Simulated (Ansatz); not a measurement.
Fields on a plane of Se (trigonal-Se type, space group P3_121)

```
CELL_PARAMETERS angstrom
      4.50658     0.00000     0.00000
     -2.25329     3.90281     0.00000
      0.00000     0.00000     4.98884
ATOMIC_POSITIONS crystal
  Se 0.21689 0.00000 0.83333
  Se 0.00000 0.21689 0.16667
  Se 0.78311 0.78311 0.50000
```

The slice is a (-1 1 0 2) plane (indices of the conventional cell) through the point (0.000, 0.217, 0.167) (fractional), spanned by u = [110] and v = [1 -1 1] in vectors of this cell: u (4.51 Å) and v (9.26 Å, at 90° to u). It covers one period; positions are fractions (u, v).

Atoms on it: Se at (0.50, 0.70), 0.2 Å off the plane; Se at (0.00, 0.00). Other atoms lie within 1 Å of the plane.

Computed with r2SCAN (plane waves to 500 eV, PAW, scalar-relativistic; Ansatz, a quantum-chemistry and plane-wave program). k mesh 9×9×7. Inside the PAW spheres the values are not all-electron values, and peaks at nuclei hang on which shells count as valence. Se was relaxed with its symmetry unable to fall. The PAW data are Ansatz's earlier set.

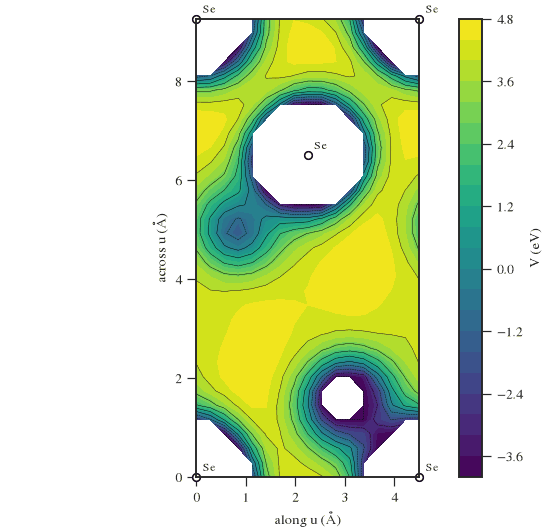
Electrostatic potential energy of an electron, from the cell's mean, in eV, one period of the plane, atoms marked. Points within 1 Å of a nucleus are left white, as the pseudised field means little there. Values under -4 eV are set to -4. The zero, the cell's mean, hangs on the PAW cores.

```
|xx8997200027998x|
|8888730000169999|
|9987300000038999|
|9863001331003799|
|7410137886310157|
|1001589998741001|
|0004899998875100|
|00279998x6887410|
|0026898xxx798720|
|0025786xxx899720|
|00135664x6999710|
|0123456678998500|
|3454455678886100|
|6777654456662002|
|7898764222210004|
|8999874210000014|
|6899874100000003|
|3578763100000001|
|0234421000000000|
|0001100000000000|
|0000000000111000|
|0000000013454210|
|0000000257888631|
|0000001589999852|
|1000002799999863|
|1110002799998753|
|4443101589888754|
|6787400367777666|
|7899820134556677|
|6899961012245776|
|xx9998200024676x|
|xx8998300025886x|
```
Scale: ten equal steps from 0.01 (start of '0') to 0.91 (end of '9'), in the order '0123456789'. Values: electron localisation function (ELF). The map has 16 points along u (one character each, u = 0 at the left) and 32 along v (v = 0 in the bottom row). Points within 0.5 Å of a nucleus are blanked (x), as the pseudised field means little there.
